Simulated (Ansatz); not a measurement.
System (SMILES): ClBr (Cl-Br).
Geometry (B3LYP-D3(BJ)/def2-TZVP, fixed):
```
Cl
Br 1 2.1653
```

Basis-set convergence of the dipole moment at PBE0 with Ansatz (a first-principles code). Dipoles come from the density behind the forces; the sign is taken along the dipole that this method gives in the largest set. All functions are spherical. The program fits the integrals of some runs and decomposes those of others, by size. No added dispersion term, no relativity. Reference: the value in aug-pcseg-3, 0.483 D, itself unsure by roughly 0.002 D (its mean distance from aug-cc-pV(Q+d)Z, def2-QZVPPD). Deviations are taken from unrounded values.

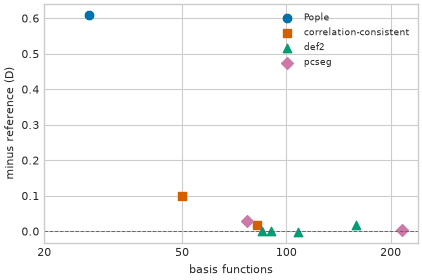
Deviation from the reference against the number of basis functions, by family of sets.

```tsv
basis	functions	dipole moment (D)	minus reference (D)
STO-3G	27	1.092	0.609
cc-pV(D+d)Z	50	0.582	0.099
pcseg-2	77	0.512	0.029
cc-pV(T+d)Z	82	0.502	0.019
def2-TZVP	85	0.485	0.002
def2-TZVPP	90	0.484	0.001
def2-TZVPPD	108	0.482	-0.001
def2-QZVPP	159	0.501	0.018
pcseg-4	216	0.486	0.003
```
